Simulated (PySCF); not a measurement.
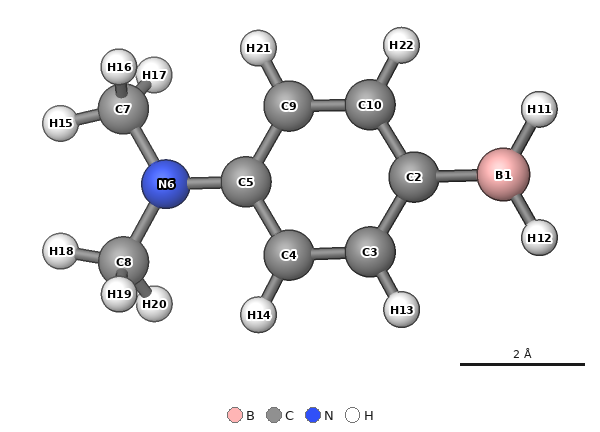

**Figure 1.** The input geometry of run A (ball-and-stick view, seen at a tilt; atoms are numbered from 1 in the order of the input). Bond lengths as drawn: B–C 1.52 Å, B–H 1.21 Å, C–C 1.38 to 1.42 Å, C–H 1.09 to 1.10 Å and C–N 1.37 to 1.44 Å.

# Two runs on C$_{8}$H$_{12}$BN

System: C$_{8}$H$_{12}$BN, SMILES Bc1ccc(N(C)C)cc1.
Method of run A: GIAO PBE0/pcSseg-1 NMR shielding, non-relativistic, IEF-PCM chloroform (PySCF 2.14.0).

The geometry comes from this level: PBE0-D3(BJ)/def2-SVP. Text and figures count atoms from 1; the logs count them from 0 in places.

### Input, run A
```
{"job": {"kind": "nmr", "xc": "PBE0", "basis": "pcSseg-1", "solvent": "chloroform", "pop": true}, "charge": 0, "multiplicity": 1}
B      3.905888    -0.493077    -0.423019
C      2.401823    -0.302391    -0.263565
C      1.498099    -1.386860    -0.327677
C      0.132930    -1.229564    -0.179208
C     -0.424527     0.054823     0.046574
N     -1.771841     0.224562     0.193821
C     -2.315138     1.539001     0.424838
C     -2.656036    -0.910814     0.122148
C      0.466313     1.156167     0.115535
C      1.827256     0.968507    -0.036007
H      4.656940     0.456462    -0.356200
H      4.367824    -1.597268    -0.617503
H      1.895106    -2.391207    -0.501523
H     -0.512419    -2.105490    -0.237041
H     -3.406984     1.472010     0.500585
H     -1.938477     1.985180     1.362301
H     -2.076895     2.235316    -0.398271
H     -3.691427    -0.572842     0.249215
H     -2.443998    -1.652982     0.912058
H     -2.587640    -1.427381    -0.851403
H      0.084150     2.161461     0.289933
H      2.486745     1.839210     0.022964
```

The first line tells a small driver script what to run in PySCF; the rest is the geometry in Å.

Command:
```bash
OMP_NUM_THREADS=1 python <driver script> task.json out
```

Hardware: 1 CPU thread, shared host.

### Output (run A)
```
coarse grid: 18280 points
cycle   1  E = -391.0221302593  dE =  1.391e+00  |g| = 4.172e-01  |ddm| = 4.382e+00
cycle   2  E = -390.9961736290  dE =  2.596e-02  |g| = 5.435e-01  |ddm| = 1.064e+00
cycle   3  E = -391.0730035623  dE = -7.683e-02  |g| = 1.202e-01  |ddm| = 6.197e-01
cycle   4  E = -391.0763998019  dE = -3.396e-03  |g| = 3.745e-02  |ddm| = 1.401e-01
cycle   5  E = -391.0767349306  dE = -3.351e-04  |g| = 9.939e-03  |ddm| = 4.435e-02
cycle   6  E = -391.0767617445  dE = -2.681e-05  |g| = 1.855e-03  |ddm| = 9.764e-03
cycle   7  E = -391.0767625104  dE = -7.660e-07  |g| = 6.589e-04  |ddm| = 1.800e-03
final grid: 176328 points
cycle   8  E = -391.1346026500  dE = -5.994e-05  |g| = 8.747e-03  |ddm| = 5.989e-02
cycle   9  E = -391.1346001597  dE =  2.490e-06  |g| = 9.439e-03  |ddm| = 1.793e-02
cycle  10  E = -391.1346234623  dE = -2.330e-05  |g| = 1.248e-03  |ddm| = 9.240e-03
cycle  11  E = -391.1346238121  dE = -3.498e-07  |g| = 3.793e-04  |ddm| = 1.248e-03
cycle  12  E = -391.1346238391  dE = -2.692e-08  |g| = 1.119e-04  |ddm| = 3.385e-04
cycle  13  E = -391.1346238420  dE = -2.949e-09  |g| = 4.040e-05  |ddm| = 1.338e-04
cycle  14  E = -391.1346238424  dE = -4.284e-10  |g| = 1.055e-05  |ddm| = 4.888e-05
converged SCF energy = -391.1346238424

GIAO shielding tensors (ppm)
atom      isotropic    diamagn.    paramagn.     s11        s22        s33       span
  0 B       34.445     191.929    -157.484    -12.596      1.065    114.867    127.462
  1 C       48.128     252.324    -204.196    -35.562    -19.608    199.554    235.116
  2 C       32.938     253.878    -220.940    -75.600     15.707    158.707    234.307
  3 C       70.823     257.728    -186.905    -21.570     63.417    170.622    192.193
  4 C       27.815     256.947    -229.132    -41.643    -20.952    146.040    187.683
  5 N      176.566     335.690    -159.124    109.356    184.373    235.970    126.613
  6 C      143.153     244.670    -101.517    117.993    130.149    181.318     63.325
  7 C      143.136     244.675    -101.539    117.991    130.146    181.272     63.281
  8 C       70.846     257.710    -186.863    -21.553     63.448    170.644    192.197
  9 C       32.970     253.868    -220.898    -75.530     15.699    158.741    234.270
 10 H       24.640      28.622      -3.981     20.107     25.988     27.827      7.720
 11 H       24.641      28.619      -3.978     20.107     25.985     27.831      7.724
 12 H       23.229      32.121      -8.892     19.876     22.714     27.096      7.220
 13 H       24.547      34.326      -9.779     19.622     23.908     30.112     10.490
 14 H       28.283      28.987      -0.704     23.090     27.980     33.778     10.688
 15 H       28.042      29.471      -1.429     24.060     25.463     34.603     10.543
 16 H       28.024      29.521      -1.497     23.981     25.569     34.523     10.543
 17 H       28.283      28.990      -0.707     23.090     27.981     33.778     10.688
 18 H       28.044      29.479      -1.435     24.059     25.472     34.600     10.541
 19 H       28.023      29.524      -1.500     23.981     25.565     34.524     10.543
 20 H       24.545      34.313      -9.768     19.625     23.909     30.102     10.477
 21 H       23.231      32.114      -8.882     19.873     22.721     27.100      7.227
```

For run B the input was changed thus:
```diff
-"solvent": "chloroform"
-"pop": true
+"solvent": "tetrahydrofuran"
+"pop": false
```

Predict how the results change.

The total energy of run B is 0.6 kcal/mol lower: the change of the electrostatic solvation energy at this fixed geometry, without cavity or dispersion terms. The dipole moment goes from 6.79 to 7.02 D. Of all shieldings, the largest change is that of N6, by −1.6 ppm. The number of SCF iterations is the same.

### Output (run B)
```
coarse grid: 18280 points
cycle   1  E = -391.0240290037  dE =  1.389e+00  |g| = 4.149e-01  |ddm| = 4.381e+00
cycle   2  E = -391.0006288715  dE =  2.340e-02  |g| = 5.330e-01  |ddm| = 1.037e+00
cycle   3  E = -391.0741981375  dE = -7.357e-02  |g| = 1.175e-01  |ddm| = 5.983e-01
cycle   4  E = -391.0774250403  dE = -3.227e-03  |g| = 3.665e-02  |ddm| = 1.356e-01
cycle   5  E = -391.0777420944  dE = -3.171e-04  |g| = 9.724e-03  |ddm| = 4.195e-02
cycle   6  E = -391.0777674472  dE = -2.535e-05  |g| = 1.796e-03  |ddm| = 9.327e-03
cycle   7  E = -391.0777681534  dE = -7.062e-07  |g| = 5.550e-04  |ddm| = 1.610e-03
final grid: 176328 points
cycle   8  E = -391.1356017437  dE = -6.031e-05  |g| = 8.649e-03  |ddm| = 5.990e-02
cycle   9  E = -391.1356000409  dE =  1.703e-06  |g| = 9.169e-03  |ddm| = 1.754e-02
cycle  10  E = -391.1356221960  dE = -2.216e-05  |g| = 1.148e-03  |ddm| = 8.965e-03
cycle  11  E = -391.1356224967  dE = -3.007e-07  |g| = 3.871e-04  |ddm| = 1.223e-03
cycle  12  E = -391.1356225254  dE = -2.866e-08  |g| = 1.077e-04  |ddm| = 3.401e-04
cycle  13  E = -391.1356225282  dE = -2.815e-09  |g| = 3.616e-05  |ddm| = 1.279e-04
cycle  14  E = -391.1356225285  dE = -3.349e-10  |g| = 1.002e-05  |ddm| = 4.255e-05
converged SCF energy = -391.1356225285

GIAO shielding tensors (ppm)
atom      isotropic    diamagn.    paramagn.     s11        s22        s33       span
  0 B       34.771     191.963    -157.192    -12.520      1.901    114.930    127.450
  1 C       48.291     252.387    -204.096    -35.729    -18.963    199.567    235.295
  2 C       33.043     253.862    -220.819    -75.460     15.806    158.784    234.244
  3 C       70.677     257.653    -186.976    -21.683     62.904    170.811    192.494
  4 C       27.624     256.946    -229.322    -41.229    -21.836    145.936    187.164
  5 N      174.944     335.687    -160.743    106.760    184.556    233.515    126.755
  6 C      143.193     244.709    -101.516    118.088    130.133    181.358     63.270
  7 C      143.176     244.715    -101.539    118.087    130.130    181.311     63.225
  8 C       70.699     257.635    -186.936    -21.668     62.932    170.833    192.500
  9 C       33.075     253.852    -220.777    -75.390     15.799    158.817    234.207
 10 H       24.666      28.689      -4.023     20.133     26.016     27.848      7.715
 11 H       24.666      28.686      -4.020     20.133     26.013     27.852      7.720
 12 H       23.221      32.132      -8.911     19.869     22.717     27.079      7.210
 13 H       24.507      34.273      -9.766     19.578     23.885     30.057     10.479
 14 H       28.238      28.926      -0.688     23.039     27.935     33.739     10.700
 15 H       28.035      29.448      -1.413     24.049     25.462     34.594     10.545
 16 H       28.017      29.498      -1.481     23.970     25.568     34.515     10.545
 17 H       28.238      28.929      -0.692     23.039     27.936     33.738     10.699
 18 H       28.037      29.457      -1.420     24.049     25.470     34.592     10.543
 19 H       28.016      29.501      -1.485     23.971     25.563     34.515     10.545
 20 H       24.505      34.260      -9.755     19.581     23.886     30.048     10.466
 21 H       23.224      32.125      -8.901     19.866     22.724     27.083      7.217
```

### The two runs side by side

| quantity | run A | run B |
| --- | --- | --- |
| outcome | converged | converged |
| total energy (hartree) | −391.134624 | −391.135623 |
| HOMO (eV) | −5.93 | −5.93 |
| LUMO (eV) | −1.52 | −1.55 |
| dipole moment (D) | 6.79 | 7.02 |
| shielding of B1 (ppm) | 34.4 | 34.8 |
| shielding of C2 (ppm) | 48.1 | 48.3 |
| shielding of C3 (ppm) | 32.9 | 33.0 |
| shielding of C4 (ppm) | 70.8 | 70.7 |
| shielding of C5 (ppm) | 27.8 | 27.6 |
| shielding of N6 (ppm) | 176.6 | 174.9 |
| shielding of C9 (ppm) | 70.8 | 70.7 |
| SCF iterations | 14 | 14 |
| basis functions | 230 | 230 |
| wall time (shared host) | 3.2 min | 2.7 min |
